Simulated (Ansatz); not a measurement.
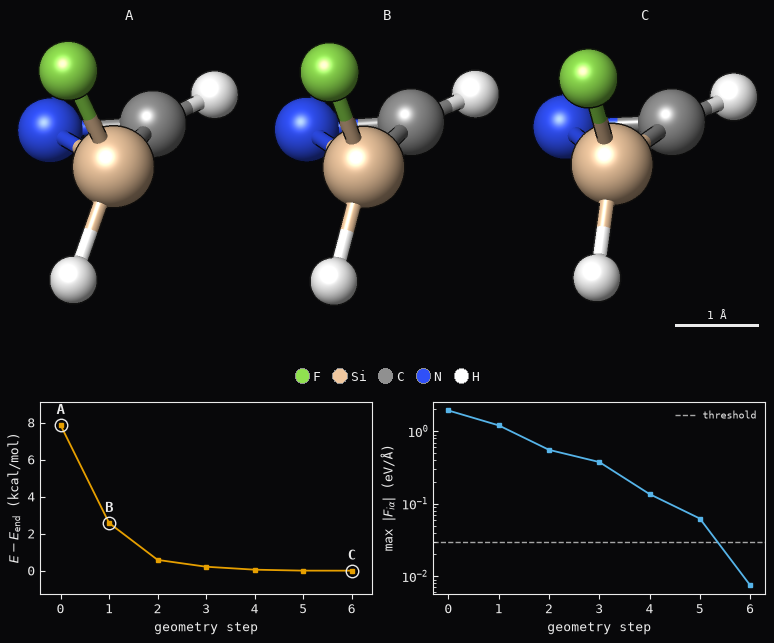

Frames of a relaxation of CH$_{2}$FNSi (coarse preliminary run), marked on the history of the run. A ball-and-stick model, seen from a free direction.

The start comes from a force field.

These are results of Ansatz, RKS PBE-D4/def2-SVP, not measurements. Set-up: force threshold 0.03 eV/Å; at most 200 steps.

Q: Describe the path.

A: The Si atom moves most after the best rigid fit: 0.22 Å. By element the largest moves are Si 0.22 Å, N 0.17 Å, F 0.17 Å, H 0.16 Å, C 0.04 Å. Among the contacts that change: C–N 1.255 → 1.302 Å, C–Si 1.741 → 1.781 Å, N–Si 1.781 → 1.808 Å, F–Si 1.658 → 1.632 Å. Among the angles between lasting bonds that change: F–Si–N 103.0° → 117.8°, N–Si–H 106.2° → 120.5°, Si–C–H 152.1° → 161.3°. Over 6 geometry steps the energy falls by 7.87 kcal/mol. Largest force component: 1.9 eV/Å at the start, 0.0075 eV/Å at the end. From step 0 to 1: the Si atom moves most (0.10 Å), energy −5.29 kcal/mol. From step 1 to 6: the Si atom moves most (0.13 Å), energy −2.58 kcal/mol.
